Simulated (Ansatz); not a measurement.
Al3Ga2As5 (10 atoms in the cell), run with Ansatz.

```
crystal:
  lattice:
    - [-2.0281113261, 10.1416335873, 2.8667649931]
    - [2.0281113261, -10.1416335873, 2.8667649931]
    - [2.0281113261, 10.1416335873, -2.8667649931]
  atoms:
    - { symbol: Al, position: [0.0001293959, 0.0001293959, 0.0] }
    - { symbol: Al, position: [0.7997186652, 0.9998339105, 0.7998847547] }
    - { symbol: Al, position: [0.1999491558, 0.9998339105, 0.2001152453] }
    - { symbol: Ga, position: [0.6000584176, 6.49713e-05, 0.5999934463] }
    - { symbol: Ga, position: [0.400071525, 6.49713e-05, 0.4000065537] }
    - { symbol: As, position: [0.3484769895, 0.2484043739, 0.1000726157] }
    - { symbol: As, position: [0.7514711975, 0.2514711975, 0.5] }
    - { symbol: As, position: [0.1483317582, 0.2484043739, 0.8999273843] }
    - { symbol: As, position: [0.5506488281, 0.2508964477, 0.2997523804] }
    - { symbol: As, position: [0.9511440673, 0.2508964477, 0.7002476196] }
basis:
  ecutwfc: 420
kpoints:
  mp_grid: { grid: [8, 7, 9] }
hamiltonian:
  xc: pbe
scf:
  occupations: { method: gaussian, width: 0.02 }
  max_iter: 75
output:
  forces: true
  eigenvalues: true
  stress: true
```

Launched with:
```bash
ansatz run input.yaml --threads 4 --pin off --max-ram 8192MiB --backend cpu --events-out ev --progress --plain --runs-dir out
```

Will this run converge, and how?

Answer. It converged, after 8 iterations. The residual falls at every step. The input holds an odd setting (a mesh that breaks the symmetry). The SCF closed; whether the result suffers can't be told from this run alone.

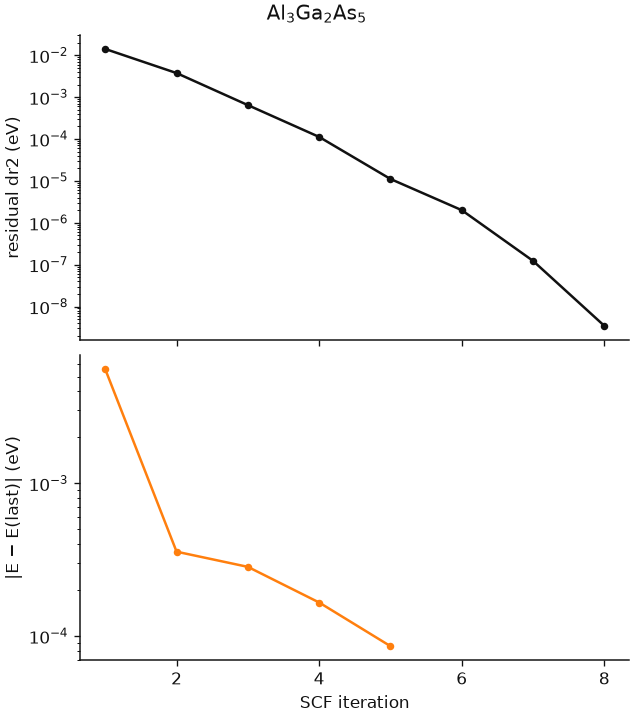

SCF iterations of a calculation: density residual dr2, distance of the Harris–Foulkes energy from its last value. Energy differences below 3 × 10⁻⁶ eV aren't drawn. The starting density is a sum of atomic densities corrected by a trained network.
